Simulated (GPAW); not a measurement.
## NaCl (Fm-3m): G0W0 with GPAW, start to end

Wanted: ground state, empty states, screening and self-energy for NaCl (Fm-3m).

Calculated with GPAW 26.7.0; PBE and many-body steps on it, plane waves.

The database entry behind the starting cell differs from later determinations by our own check (an axis about 0.4 % short against later determinations), so it need not match the best structure at ambient conditions.

**1. Starting point**

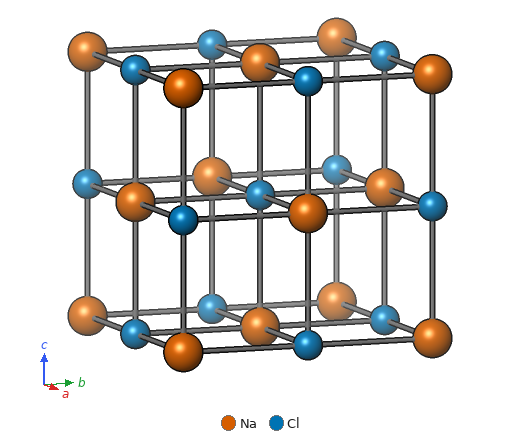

The starting structure, seen slightly off an axis (sodium orange, chlorine blue). This picture shows the conventional cell, with its axes. Some periodic images of atoms are drawn too.

The cell and positions come from the Crystallography Open Database and are kept as given unless a step says otherwise.

**2. Ground state**

This step: GPAW 26.7.0; DFT, PBE, plane waves, PAW.

The ground-state density comes first.

Input file run.py:

```python
import json
import numpy as np
from gpaw.mpi import world
from ase import Atoms
from gpaw import GPAW, PW, FermiDirac

atoms = Atoms(['Na', 'Cl'],
    cell=[[0.0000000000, 2.8100000000, 2.8100000000],
      [2.8100000000, 0.0000000000, 2.8100000000],
      [2.8100000000, 2.8100000000, 0.0000000000]],
    scaled_positions=[[0.0000000000, 0.0000000000, 0.0000000000],
      [0.5000000000, 0.5000000000, 0.5000000000]],
    pbc=(True, True, True))
calc = GPAW(mode=PW(450),
    xc='PBE',
    kpts={'size': (8, 8, 8), 'gamma': True},
    occupations=FermiDirac(0.001),
    nbands=-7,
    convergence={'density': 1e-6, 'bands': -3},
    maxiter=100,
    txt='gs.txt')
atoms.calc = calc
res = {'energy': atoms.get_potential_energy()}
kpts = calc.get_ibz_k_points()
res['kpts'] = kpts
res['eigenvalues'] = [calc.get_eigenvalues(kpt=k) for k in range(len(kpts))]
res['n_electrons'] = calc.get_number_of_electrons()
calc.write('gs.gpw')

if world.rank == 0:
    with open('result.json', 'w') as f:
        json.dump(res, f, default=lambda x: x.tolist())
```

Run with:

```sh
> mpirun -n 4 gpaw python run.py
```

Numbers of over 12 decimals in the logs are rounded to 6 here.

Log:

```text
__  _  _
 | _ |_)|_||  |
 |__||  | ||/\| - 26.7.0

Input parameters:
  mode=PW(ecut=450.000000),
  convergence={'density': 1e-06, 'bands': -3},
  kpts=MonkhorstPack(size=(8, 8, 8), gamma=True),
  maxiter=100,
  nbands=-7,
  occupations=Occupations(name='fermi-dirac', width=0.001, fixmagmom=False),
  xc=XC(name='PBE')
  [... matrices ...]
Diagonalizing LCAO Hamiltonian
Converting LCAO to pw mode

                Cl

       Na

Atoms  # Å, Bohr magnetons
|   | symbol |        x |        y |        z |    initial magnetic moments |
| 0 |     Na | 0.000000 | 0.000000 | 0.000000 | ( 0.0000,  0.0000,  0.0000) |
| 1 |     Cl | 2.810000 | 2.810000 | 2.810000 | ( 0.0000,  0.0000,  0.0000) |

Unit cell  # Å
| periodic |        x |        y |        z |  lengths |    angles |
|      yes | 0.000000 | 2.810000 | 2.810000 | 3.973940 | 60.000000 |
|      yes | 2.810000 | 0.000000 | 2.810000 | 3.973940 | 60.000000 |
|      yes | 2.810000 | 2.810000 | 0.000000 | 3.973940 | 60.000000 |

Number of symmetries: 48
Symmetry operations  # r_c * U_cc + t_c -> r_c
|    | kind |            matrix            |
|  0 |  σ   |  1, 0, 0,  1, 0,-1,  1,-1, 0 |
|  1 |  C2  |  1, 0, 0,  1,-1, 0,  1, 0,-1 |
|  2 |  E   |  1, 0, 0,  0, 1, 0,  0, 0, 1 |
|  3 |  σ   |  1, 0, 0,  0, 0, 1,  0, 1, 0 |
|  4 |  C4  |  1, 0,-1,  1, 0, 0,  1,-1, 0 |
|  5 |  S6  |  1, 0,-1,  1,-1, 0,  1, 0, 0 |
|  6 |  σ   |  1, 0,-1,  0, 1,-1,  0, 0,-1 |
|  7 |  C3  |  1, 0,-1,  0, 0,-1,  0, 1,-1 |
|  8 |  S6  |  1,-1, 0,  1, 0, 0,  1, 0,-1 |
|  9 |  C4  |  1,-1, 0,  1, 0,-1,  1, 0, 0 |
| 10 |  C3  |  1,-1, 0,  0,-1, 1,  0,-1, 0 |
| 11 |  σ   |  1,-1, 0,  0,-1, 0,  0,-1, 1 |
| 12 |  σ   |  0, 1, 0,  1, 0, 0,  0, 0, 1 |
| 13 |  C4  |  0, 1, 0,  0, 1,-1, -1, 1, 0 |
| 14 |  C3  |  0, 1, 0,  0, 0, 1,  1, 0, 0 |
| 15 |  S6  |  0, 1, 0, -1, 1, 0,  0, 1,-1 |
| 16 |  C2  |  0, 1,-1,  1, 0,-1,  0, 0,-1 |
| 17 |  σ   |  0, 1,-1,  0, 1, 0, -1, 1, 0 |
| 18 |  S4  |  0, 1,-1,  0, 0,-1,  1, 0,-1 |
| 19 |  C4  |  0, 1,-1, -1, 1, 0,  0, 1, 0 |
| 20 |  C3  |  0, 0, 1,  1, 0, 0,  0, 1, 0 |
| 21 |  σ   |  0, 0, 1,  0, 1, 0,  1, 0, 0 |
| 22 |  S6  |  0, 0, 1,  0,-1, 1, -1, 0, 1 |
| 23 |  C4  |  0, 0, 1, -1, 0, 1,  0,-1, 1 |
| 24 |  S4  |  0, 0,-1,  1, 0,-1,  0, 1,-1 |
| 25 |  C3  |  0, 0,-1,  0, 1,-1,  1, 0,-1 |
| 26 |  C2  |  0, 0,-1,  0,-1, 0, -1, 0, 0 |
| 27 |  S6  |  0, 0,-1, -1, 0, 0,  0,-1, 0 |
| 28 |  S4  |  0,-1, 1,  1,-1, 0,  0,-1, 0 |
| 29 |  C4  |  0,-1, 1,  0, 0, 1, -1, 0, 1 |
| 30 |  C2  |  0,-1, 1,  0,-1, 0,  1,-1, 0 |
| 31 |  σ   |  0,-1, 1, -1, 0, 1,  0, 0, 1 |
| 32 |  C3  |  0,-1, 0,  1,-1, 0,  0,-1, 1 |
| 33 |  S6  |  0,-1, 0,  0, 0,-1, -1, 0, 0 |
| 34 |  S4  |  0,-1, 0,  0,-1, 1,  1,-1, 0 |
| 35 |  C2  |  0,-1, 0, -1, 0, 0,  0, 0,-1 |
| 36 |  C2  | -1, 1, 0,  0, 1, 0,  0, 1,-1 |
| 37 |  S6  | -1, 1, 0,  0, 1,-1,  0, 1, 0 |
| 38 |  S4  | -1, 1, 0, -1, 0, 1, -1, 0, 0 |
| 39 |  C3  | -1, 1, 0, -1, 0, 0, -1, 0, 1 |
| 40 |  S6  | -1, 0, 1,  0, 0, 1,  0,-1, 1 |
| 41 |  C2  | -1, 0, 1,  0,-1, 1,  0, 0, 1 |
| 42 |  C3  | -1, 0, 1, -1, 1, 0, -1, 0, 0 |
| 43 |  S4  | -1, 0, 1, -1, 0, 0, -1, 1, 0 |
| 44 |  C2  | -1, 0, 0,  0, 0,-1,  0,-1, 0 |
| 45 |  i   | -1, 0, 0,  0,-1, 0,  0, 0,-1 |
| 46 |  σ   | -1, 0, 0, -1, 1, 0, -1, 0, 1 |
| 47 |  C2  | -1, 0, 0, -1, 0, 1, -1, 1, 0 |

BZ-sampling:
  Number of BZ points: 512
  Number of IBZ points: 29

  Monkhorst-Pack size: [8, 8, 8]
  Monkhorst-Pack shift: [0.0625, 0.0625, 0.0625]

K-points  # in reciprocal-cell coordinates
|     |                                coordinates |     weight |
|   0 | (  0.00000000,   0.00000000,   0.00000000) | 0.00195312 |
|   1 | (  0.12500000,   0.12500000,   0.00000000) | 0.01171875 |
|   2 | (  0.12500000,   0.12500000,   0.12500000) | 0.01562500 |
|   3 | (  0.25000000,   0.12500000,   0.12500000) | 0.02343750 |
|   4 | (  0.25000000,   0.25000000,   0.00000000) | 0.01171875 |
|   5 | (  0.25000000,   0.25000000,   0.12500000) | 0.04687500 |
|   6 | (  0.25000000,   0.25000000,   0.25000000) | 0.01562500 |
|   7 | (  0.37500000,   0.25000000,  -0.37500000) | 0.04687500 |
|   8 | (  0.37500000,   0.25000000,   0.12500000) | 0.04687500 |
|   9 | (  0.37500000,   0.25000000,   0.25000000) | 0.04687500 |
| ... |                                            |            |
|  28 | (  0.50000000,   0.50000000,   0.50000000) | 0.00781250 |

Plane wave coefficients: 982
Cutoff: 450.000000 eV

Spin-components: 1 (collinear spins)
Bands:           14
Projectors:      10
Spin-degeneracy: 2
Datatype:        complex128

  Storage: CPU
  Wave functions: 6_112_736 bytes (1_528_184 per core)
  Projectors: 9_169_104 bytes (2_292_276 per core)
  [... matrices ...]
Parallelization:
  kpt:    4
  domain: 1
  band:   1

Density:
  Valence electrons: 14.0
  Components: 1
  Grid points: [20 20 20]
  Charge: 0.0  # |e|

Potential:
  Grid points: [20 20 20]

species:
  Na:
    name:    Sodium
    Z:       11.0
    valence: 7
    core:    4
    charge:  0.0  # [|e|]
    compensation charges:
      type: gauss
      rc: 0.37  # [Å]
      lmax: 2
    cutoffs:
      filter: 2.17  # [Å]
      core: 2.59  # [Å]
    projectors
    | kind |    occ | energy [eV] | rcut [Å] |
    |   3s |  1.000 |      -2.744 |    1.201 |
    |   2p |  6.000 |     -28.672 |    1.217 |
    |   3p |  0.000 |      -0.743 |    1.217 |
    |    s |        |      24.468 |    1.201 |
    |    d |        |       0.000 |    1.238 |

    Using partial waves for Na as LCAO basis

  Cl:
    name:    Chlorine
    Z:       17.0
    valence: 7
    core:    10
    charge:  0.0  # [|e|]
    compensation charges:
      type: gauss
      rc: 0.25  # [Å]
      lmax: 2
    cutoffs:
      filter: 1.40  # [Å]
      core: 1.49  # [Å]
    projectors
    | kind |    occ | energy [eV] | rcut [Å] |
    |   3s |  2.000 |     -20.689 |    0.794 |
    |   3p |  5.000 |      -8.594 |    0.794 |
    |    s |        |       6.523 |    0.794 |
    |    p |        |      18.617 |    0.794 |
    |    d |        |       0.000 |    0.794 |

    Using partial waves for Cl as LCAO basis

Reference energy: -16973.559893  # eV

eigensolver:
  PPCG
  Converge bands: -3
  niter=2

density mixing:
  MSR1-Mixer
  Pratt-step length: 0.05
  Maximum mixing coefficient: 0.75
  Old densities: 10
  SVD Regularization: 0.005
  Good broyden scale: 1.0
  Trust region scale: 1.0
  Backstep threshold: 4.0
  History deletion threshold: 6.0
  Fourier metric: weight=20.0, sigma=0.015

occupation numbers:
  Fermi-Dirac:
    width: 0.0010  # eV

poisson solver:
  ecut: 3600.000000  # eV

xc functional:
  name: PBE with 2 nearest neighbor stencil

Initialization done in: 1.270 s

convergence criteria:
- Maximum integral of absolute [dens]ity change: 1e-06 electrons / valence electron
- Maximum [total energy] change in last 3 cyles: 0.0005 eV / valence electron
- Maximum integral of absolute [eigenst]ate change: 4e-08 eV^2 / valence electron
maximum number of iterations: 100

SCF iterations
|iter     |     time |      energy | eigst |  dens |
|iter:   1|  |   -6.807803 | +1.61 |       |
|iter:   2|  |   -6.791721 | +0.20 | -1.32 |
|iter:   3|  |   -6.740206 | -0.92 | -1.36 |
|iter:   4|  |   -6.746047 | -2.54 | -1.85 |
|iter:   5|  |   -6.747374 | -3.45 | -2.30 |
|iter:   6|  |   -6.747400c| -4.47 | -3.31 |
|iter:   7|  |   -6.747406c| -5.45 | -3.70 |
|iter:   8|  |   -6.747406c| -6.25 | -4.87 |
|iter:   9|  |   -6.747406c| -7.34 | -5.46 |
|iter:  10|  |   -6.747406c| -8.11c| -5.86 |
|iter:  11|  |   -6.747406c| -8.53c| -7.23c|

Converged in 11 steps
SCF loop duration: 0.710 s (0.065 s/step)
Energy contributions relative to reference atoms: (reference = -16973.559893)
  [... matrices ...]
Energy contributions:
  Kinetic:           8.730518
  Coulomb:          -8.555232
  Zero:             -0.036513
  External:          0.000000
  Xc:               -6.886179
  Entropy:          -0.000000
  Spinorbit:         0.000000
  ----------------------------
  Free energy:      -6.747406
  Extrapolated:     -6.747406

dipole moment: (-5.240388, -5.240388, -5.240388)  # |e|*Ang

Fermi level: 1.588
Eigenvalues  # (at kpt = [0.000, 0.000, 0.000])
| band index |      eig [eV] | occ [0-2] |
|          0 |       -21.252 |     2.000 |
|          1 |       -21.252 |     2.000 |
|          2 |       -21.252 |     2.000 |
|          3 |       -13.140 |     2.000 |
|          4 |        -0.462 |     2.000 |
|          5 |        -0.462 |     2.000 |
|          6 |        -0.462 |     2.000 |
|          7 |         4.697 |     0.000 |
|          8 |        10.591 |     0.000 |
|          9 |        10.591 |     0.000 |
|         10 |        10.591 |     0.000 |
|         11 |        12.667 |     0.000 |
|         12 |        12.667 |     0.000 |
|         13 |        14.496 |     0.000 |

Gap: 5.159 eV
Transition (v -> c):
  (s=0, k=0, n=6, [0.00, 0.00, 0.00]) -> (s=0, k=0, n=7, [0.00, 0.00, 0.00])
No difference between direct/indirect transitions
# Writing to gs.gpw (mode='')
  [... matrices ...]
```

Run time: 3.2 s. Hardware: 4 MPI ranks of AMD EPYC 9R45, shared host; peak memory 0.58 GiB; 12 s of CPU time.

Numbers from this step:

```yaml
total_energy: -6.747 eV
gap: 5.159 eV
k_of_the_valence_top: 0, 0, 0
k_of_the_conduction_bottom: 0, 0, 0
least_direct_gap: 5.159 eV
```

The gap is direct, at Γ.

**3. Bands along the symmetry lines**

Levels along a band path, at the cheap level, show where the edges lie and whether the meshes to come will hold them.

Input file run.py:

```python
import json
import numpy as np
from gpaw.mpi import world
from gpaw import GPAW

path = [[0.000000, 0.000000, 0.000000],
    [0.062500, 0.000000, 0.062500],
    [0.125000, 0.000000, 0.125000],
    [0.187500, 0.000000, 0.187500],
    [0.250000, 0.000000, 0.250000],
    [0.312500, 0.000000, 0.312500],
    [0.375000, 0.000000, 0.375000],
    [0.437500, 0.000000, 0.437500],
    [0.500000, 0.000000, 0.500000],
    [0.515625, 0.031250, 0.515625],
    [0.531250, 0.062500, 0.531250],
    [0.546875, 0.093750, 0.546875],
    [0.562500, 0.125000, 0.562500],
    [0.578125, 0.156250, 0.578125],
    [0.593750, 0.187500, 0.593750],
    [0.609375, 0.218750, 0.609375],
    [0.625000, 0.250000, 0.625000],
    [0.375000, 0.375000, 0.750000],
    [0.328125, 0.328125, 0.656250],
    [0.281250, 0.281250, 0.562500],
    [0.234375, 0.234375, 0.468750],
    [0.187500, 0.187500, 0.375000],
    [0.140625, 0.140625, 0.281250],
    [0.093750, 0.093750, 0.187500],
    [0.046875, 0.046875, 0.093750],
    [0.000000, 0.000000, 0.000000],
    [0.062500, 0.062500, 0.062500],
    [0.125000, 0.125000, 0.125000],
    [0.187500, 0.187500, 0.187500],
    [0.250000, 0.250000, 0.250000],
    [0.312500, 0.312500, 0.312500],
    [0.375000, 0.375000, 0.375000],
    [0.437500, 0.437500, 0.437500],
    [0.500000, 0.500000, 0.500000],
    [0.500000, 0.468750, 0.531250],
    [0.500000, 0.437500, 0.562500],
    [0.500000, 0.406250, 0.593750],
    [0.500000, 0.375000, 0.625000],
    [0.500000, 0.343750, 0.656250],
    [0.500000, 0.312500, 0.687500],
    [0.500000, 0.281250, 0.718750],
    [0.500000, 0.250000, 0.750000],
    [0.500000, 0.218750, 0.718750],
    [0.500000, 0.187500, 0.687500],
    [0.500000, 0.156250, 0.656250],
    [0.500000, 0.125000, 0.625000],
    [0.500000, 0.093750, 0.593750],
    [0.500000, 0.062500, 0.562500],
    [0.500000, 0.031250, 0.531250],
    [0.500000, 0.000000, 0.500000]]
calc = GPAW('gs.gpw').fixed_density(kpts=path,
    symmetry='off',
    nbands=17,
    convergence={'bands': 13},
    txt='bands.txt')
res = {}
kpts = calc.get_ibz_k_points()
res['kpts'] = kpts
res['eigenvalues'] = [calc.get_eigenvalues(kpt=k) for k in range(len(kpts))]
res['n_electrons'] = calc.get_number_of_electrons()

if world.rank == 0:
    with open('result.json', 'w') as f:
        json.dump(res, f, default=lambda x: x.tolist())
```

Run with:

```sh
> mpirun -n 4 gpaw python run.py
```

Log:

```text
Diagonalizing LCAO Hamiltonian
Converting LCAO to pw mode
convergence criteria:
- Maximum integral of absolute [eigenst]ate change: 4e-08 eV^2 / valence electron
maximum number of iterations: 100

SCF iterations
|iter     |     time |      energy | eigst |  dens |
|iter:   1|  |             | +2.04 |       |
|iter:   2|  |             | +0.96 |       |
|iter:   3|  |             | -0.06 |       |
[...]
|iter:   7|  |             | -5.58 |       |
|iter:   8|  |             | -6.89 |       |
|iter:   9|  |             | -7.95c|       |
SCF steps: 9
  __  _  _
 | _ |_)|_||  |
 |__||  | ||/\| - 26.7.0

Input parameters:
  mode=PW(ecut=450.000000),
  convergence={'bands': 13},
  gpts=array([20, 20, 20]),
  kpts=KPoints(kpts=array([[0.      , 0.      , 0.      ],
         [0.0625  , 0.      , 0.0625  ],
         [0.125   , 0.      , 0.125   ],
         [0.1875  , 0.      , 0.1875  ],
[...]
[0.515625, 0.03125 , 0.515625],
[...]
[0.546875, 0.09375 , 0.546875],
[...]
[0.578125, 0.15625 , 0.578125],
[...]
[0.609375, 0.21875 , 0.609375],
[...]
[0.328125, 0.328125, 0.65625 ],
[...]
[0.234375, 0.234375, 0.46875 ],
[...]
[0.140625, 0.140625, 0.28125 ],
[...]
[0.046875, 0.046875, 0.09375 ],
[...]
[0.5     , 0.0625  , 0.5625  ],
         [0.5     , 0.03125 , 0.53125 ],
         [0.5     , 0.      , 0.5     ]])),
  maxiter=100,
  nbands=17,
  occupations=Occupations(name='fermi-dirac', width=0.001, fixmagmom=False),
  parallel={},
  symmetry=Symmetry(point_group=False, time_reversal=False),
  xc=XC(name='PBE')
  [... matrices ...]
timing:  # [seconds]
  Total: 0.021  # ━━━━━━━━━━━━━━━━━━━━━━━━━━━━━━━━━━━━━━━━━━━━━━━━━━━━━━━━━━━
```

The job ended after 3.3 s (4 MPI ranks; peak memory 0.55 GiB).

Numbers from this step:

* gap: 5.159 eV
* k of the valence top: 0, 0, 0
* k of the conduction bottom: 0, 0, 0
* least direct gap: 5.159 eV

The gap is 5.159 eV, as in the run before at this level.

The electronic bands at the labelled points (eV, zero at the top of the highest filled band; v1 is the highest filled band, c1 the lowest empty one):

```tsv
point	v4	v3	v2	v1	c1	c2	c3	c4
Γ	-12.68	0.00	0.00	0.00	5.16	11.05	11.05	11.05
X	-12.28	-1.68	-0.60	-0.60	7.55	8.05	11.41	14.92
U	-12.27	-1.42	-1.13	-0.50	8.24	9.04	10.60	12.76
jump to K	-12.27	-1.42	-1.13	-0.50	8.24	9.04	10.60	12.76
Γ	-12.68	0.00	0.00	0.00	5.16	11.05	11.05	11.05
L	-12.33	-1.95	-0.27	-0.27	7.29	10.72	10.92	10.92
W	-12.26	-1.20	-1.20	-0.77	8.85	9.71	9.71	11.38
X	-12.28	-1.68	-0.60	-0.60	7.55	8.05	11.41	14.92
```

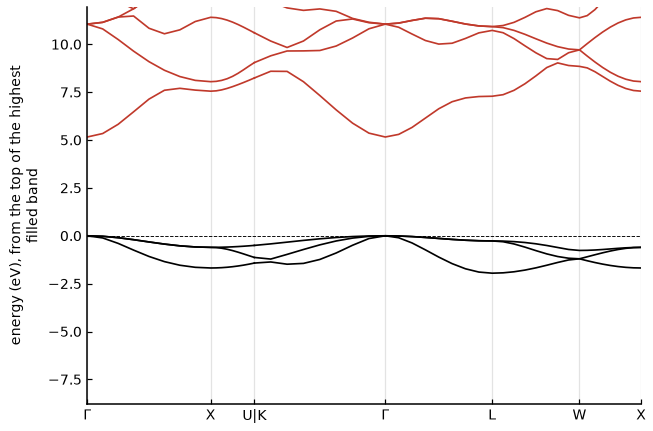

Electronic bands along the path; lines of filled and empty bands in two colours.

**4. Empty states on the mesh, 6×6×6 mesh, 243 bands**

The sums over transitions need many empty states on a uniform mesh; this step solves for them.

Input file run.py:

```python
import json
import numpy as np
from gpaw.mpi import world
from gpaw import GPAW

calc = GPAW('gs.gpw').fixed_density(kpts={'size': (6, 6, 6), 'gamma': True},
    parallel={'domain': 1, 'band': 1},
    txt='nscf.txt')
calc.diagonalize_full_hamiltonian(nbands=243)
calc.write('full.gpw', mode='all')
res = {}
kpts = calc.get_ibz_k_points()
res['kpts'] = kpts
res['eigenvalues'] = [calc.get_eigenvalues(kpt=k) for k in range(len(kpts))]
res['n_electrons'] = calc.get_number_of_electrons()

if world.rank == 0:
    with open('result.json', 'w') as f:
        json.dump(res, f, default=lambda x: x.tolist())
```

Run with:

```sh
> mpirun -n 4 gpaw python run.py
```

Log:

```text
Diagonalizing LCAO Hamiltonian
Converting LCAO to pw mode
convergence criteria:
- Maximum integral of absolute [eigenst]ate change: 4e-08 eV^2 / valence electron
maximum number of iterations: 100

SCF iterations
|iter     |     time |      energy | eigst |  dens |
|iter:   1|  |             | +1.51 |       |
|iter:   2|  |             | +0.31 |       |
|iter:   3|  |             | -1.02 |       |
[...]
|iter:   7|  |             | -5.38 |       |
|iter:   8|  |             | -6.45 |       |
|iter:   9|  |             | -7.56c|       |
SCF steps: 9
  __  _  _
 | _ |_)|_||  |
 |__||  | ||/\| - 26.7.0

Input parameters:
  mode=PW(ecut=450.000000),
  convergence={'density': 1e-06, 'bands': -3},
  gpts=array([20, 20, 20]),
  kpts=MonkhorstPack(size=(6, 6, 6), gamma=True),
  maxiter=100,
  nbands=14,
  occupations=Occupations(name='fermi-dirac', width=0.001, fixmagmom=False),
  parallel={'domain': 1, 'band': 1},
  xc=XC(name='PBE')
Matrix size: 962x962
# Writing to full.gpw (mode='all')
  [... matrices ...]

timing:  # [seconds]
  Total: 1.642  # ━━━━━━━━━━━━━━━━━━━━━━━━━━━━━━━━━━━━━━━━━━━━━━━━━━━━━━━━━━━
```

Elapsed: 4.5 s, on 4 MPI ranks; peak memory 1 GiB.

Numbers from this step:

```yaml
gap: 5.159 eV
k_of_the_valence_top: 0, 0, 0
k_of_the_conduction_bottom: 0, 0, 0
least_direct_gap: 5.159 eV
k_points_computed: 16
lowest_point_of_the_top_converged_band_above_the_valence_top: 167.7394 eV
```

On this mesh the gap is 5.159 eV.

(Continued in part 2 of 2.)

[Paths, hosts, dates, memory and timing lines, banners, echoed tables and standing remarks are left out of the program output.]

[Logs are printed without paths, hosts, clocks, repeated set-up lines and the standing remarks that a program may print on its own settings, such as how far it seeks lower states.]

[Runs of the session that timed out or met a known fault of the program may be left out.]

[Hosts, paths, dates, database ids (printed as entryN), source tags and the programs' standing remarks are cut or masked in the printed files.]
